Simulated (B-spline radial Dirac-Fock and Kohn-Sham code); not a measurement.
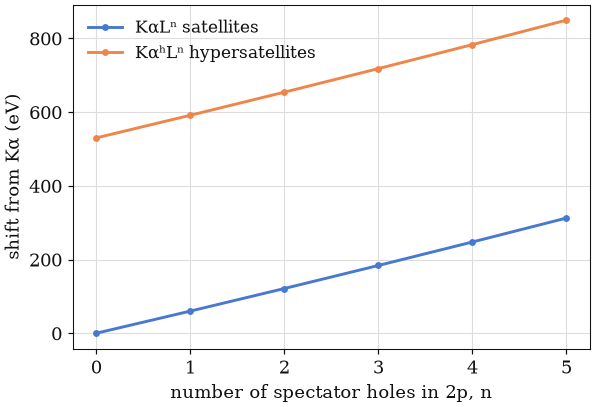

Shifts of Kα satellites and hypersatellites with the number of spectator holes in 2p, counted from the Kα line without spectators. It refers to Pd²⁺ ([Kr] 4d8), inside a Watson sphere of charge −2 and radius 3 Å that stands in for a crystal. Computed with a radial B-spline solver: Dirac–Fock ΔSCF (average of configuration, Fermi nucleus, Breit and QED terms, no correlation).

How far above Kα is the hypersatellite?

Answer. 530 eV as an average over the ¹P and ³P final terms; Kα itself is at 21.123 keV.

What is the shift of the ordinary satellite (one 1s hole) with 5 spectator holes?

Answer. 312 eV.
